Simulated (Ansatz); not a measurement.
# C2H7FSi2: rigid torsion scan

A script is to give a rigid torsion scan; the system is C2H7FSi2.

Program: Ansatz 0.2.0, driven from Python. Level of theory: PBE0+D3(BJ)/cc-pVDZ. These are calculated values, not measurements.

### 1 Starting point

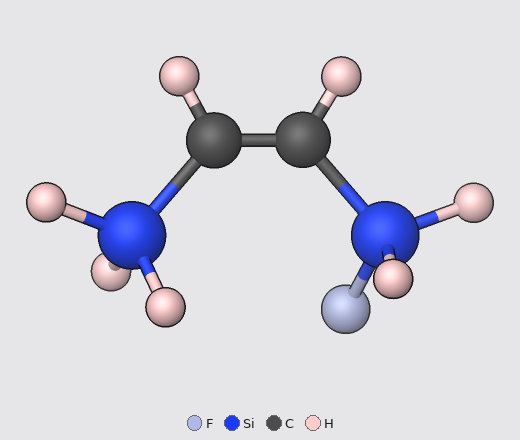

The structure that the script starts from, seen from a chosen angle (fluorine light blue, silicon blue, carbon dark grey, hydrogen pink).

The script holds or builds the structure itself.

### 2 Script

Input file torsion_c2h7fsi2.py:

```python
# -*- coding: utf-8 -*-
'''Rigid torsion scan of C2H7FSi2.'''

import ansatz as az
from ase import Atoms

atoms = Atoms(['F', 'Si', 'C', 'C', 'Si', 'H', 'H', 'H', 'H', 'H', 'H', 'H'], positions=[
    (-1.8282, 1.069, -1.0516),
    (-1.396, 1.2693, 0.5166),
    (-0.468, -0.2602, 1.0629),
    (0.5135, -0.9217, 0.4806),
    (1.3419, -0.6842, -1.1662),
    (-2.6066, 1.4594, 1.3295),
    (-0.4966, 2.4436, 0.622),
    (-0.8585, -0.5515, 2.047),
    (0.8767, -1.8178, 0.9647),
    (1.5937, 0.6988, -1.4132),
    (0.5128, -1.2449, -2.2905),
    (2.6331, -1.405, -1.1624),
])

# start the scan from a relaxed geometry
first = (
    az.Crystal.molecule_from_ase(atoms).calculation()
    .basis(gaussian='cc-pVDZ')
    .functional('pbe0', dispersion='d3bj')
    .relax(force_tolerance=0.02, max_steps=80)
)
atoms.positions = first.run(threads=1).report['positions_ang']

start = atoms.get_dihedral(3, 2, 1, 0)
energies = {}
for turn in range(0, 360, 30):
    turned = atoms.copy()
    turned.set_dihedral(3, 2, 1, 0, start + turn, indices=[0, 1, 5, 6])
    calc = (
        az.Crystal.molecule_from_ase(turned).calculation()
        .basis(gaussian='cc-pVDZ')
        .functional('pbe0', dispersion='d3bj')
    )
    energies[round((start + turn) % 360)] = calc.run(threads=1).report['free_energy_ev']
floor = min(energies.values())
print('dihedral C3-C2-Si1-F0 (deg)   E - E(min) (eV)')
for angle, e in sorted(energies.items()):
    print(f'{angle:8d} {(e - floor):14.3f}  ' + '#' * int(30 * (e - floor) / max(max(energies.values()) - floor, 1e-9)))
```

### 3 Running it

The run is started by

```bash
python torsion_c2h7fsi2.py
```

What it wrote:

```text
dihedral C3-C2-Si1-F0 (deg)   E - E(min) (eV)
       1          0.000
      31          0.058  ###############
      61          0.114  #############################
      91          0.079  ####################
     121          0.053  #############
     151          0.082  #####################
     181          0.109  ############################
     211          0.081  #####################
     241          0.052  #############
     271          0.081  #####################
     301          0.115  ##############################
     331          0.057  ##############
```

It took 6.7 min on 1 thread of Arm Neoverse N1, shared host; peak memory 0.34 GiB.

### 4 The relaxation of run 0, step by step

The steps of the relaxation:

```csv
step,energy from step 1 (eV),largest force component (eV/Å)
1,0.0000,1.4465
2,-0.1503,0.6466
3,-0.1894,0.6792
4,-0.2147,0.3686
5,-0.2284,0.1166
6,-0.2314,0.0726
7,-0.2331,0.0396
8,-0.2337,0.0413
9,-0.2347,0.0354
10,-0.2354,0.0944
11,-0.2363,0.1191
12,-0.2375,0.0946
13,-0.2388,0.0883
14,-0.2403,0.1000
15,-0.2414,0.1556
16,-0.2420,0.1664
17,-0.2427,0.1442
18,-0.2434,0.1310
19,-0.2439,0.1243
20,-0.2444,0.1022
21,-0.2448,0.0676
22,-0.2450,0.0331
23,-0.2451,0.0203
24,-0.2452,0.0096
25,-0.2453,0.0128
```

Step 1 is the start.

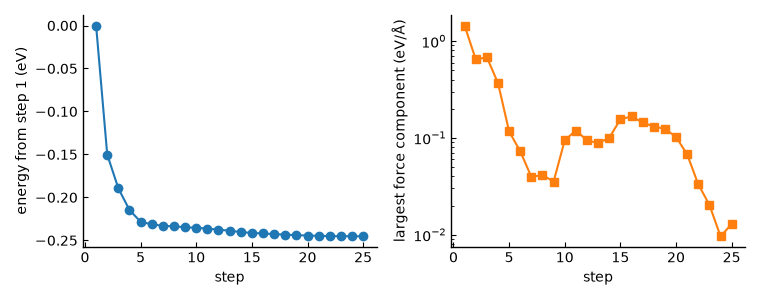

Energy and largest force along the relaxation.

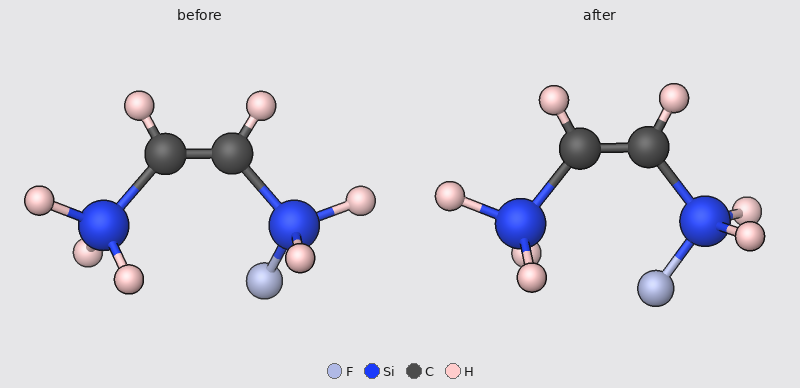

The structure before (left) and after (right) the relaxation, drawn at the same scale.

Before: Bond lengths: F1–Si2 1.639 Å, Si2–C3 1.871 Å, C3–C4 1.319 Å, C4–Si5 1.859 Å, Si2–H6 1.471 Å, Si2–H7 1.483 Å, C3–H8 1.098 Å, C4–H9 1.081 Å, Si5–H10 1.427 Å, Si5–H11 1.505 Å, Si5–H12 1.479 Å. Angles (14 of 18 angles, heavy atoms first): F1–Si2–C3 108.1°, Si2–C3–C4 130.6°, C3–C4–Si5 131.2°, F1–Si2–H6 109.1°, F1–Si2–H7 108.9°, C3–Si2–H6 110.7°, C3–Si2–H7 109.0°, Si2–C3–H8 107.6°, C4–C3–H8 121.8°, C3–C4–H9 117.9°, Si5–C4–H9 110.7°, C4–Si5–H10 110.8°, C4–Si5–H11 111.6°, C4–Si5–H12 108.9°.

After: Bond lengths: F1–Si2 1.656 Å, Si2–C3 1.863 Å, C3–C4 1.346 Å, C4–Si5 1.899 Å, Si2–H6 1.495 Å, Si2–H7 1.496 Å, C3–H8 1.101 Å, C4–H9 1.100 Å, Si5–H10 1.496 Å, Si5–H11 1.496 Å, Si5–H12 1.501 Å. Angles (14 of 18 angles, heavy atoms first): F1–Si2–C3 107.4°, Si2–C3–C4 125.9°, C3–C4–Si5 128.9°, F1–Si2–H6 107.7°, F1–Si2–H7 107.6°, C3–Si2–H6 111.8°, C3–Si2–H7 111.9°, Si2–C3–H8 115.9°, C4–C3–H8 118.2°, C3–C4–H9 116.8°, Si5–C4–H9 114.2°, C4–Si5–H10 111.8°, C4–Si5–H11 111.8°, C4–Si5–H12 105.9°.

Run 0 is this relaxation; the runs after it count from 1.

### 5 What each run gave

One row for each of the 12 runs:

```csv
run,turn (°),energy from run 1 (eV),SCF cycles,CPU time (s)
1,0,0.0000,17,8.5
2,30,0.0580,17,8.6
3,60,0.1142,17,8.6
4,90,0.0792,18,8.4
5,120,0.0526,18,8.4
6,150,0.0824,18,8.5
7,180,0.1086,18,8.2
8,210,0.0806,18,8.3
9,240,0.0521,18,8.3
10,270,0.0812,18,8.3
11,300,0.1149,17,8.5
12,330,0.0572,17,8.4
```

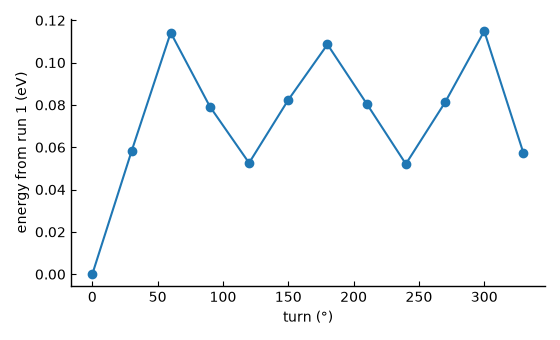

Energy against turn; lines join the points.

### 6 Summary of results

| quantity | value |
| --- | --- |
| runs compared | 12 |
| range of energy | 0.115 eV |
| lowest point, turn (°) | 0 |

What this shows: The lowest point is at 1° and the highest at 301°, 0.115 eV (11.1 kJ/mol) above it, with the rest of the molecule held. Run 0: After 24 moves the largest shift is 0.973 Å, of atom 6 (H). So large a move can change the bonding: the results belong to the relaxed structure. The scan is rigid and the energies are electronic, in a modest basis. With rigid groups the curve can differ much from the relaxed path, the start wasn't checked as a minimum of this torsion, and equivalent turns needn't return to the same energy.
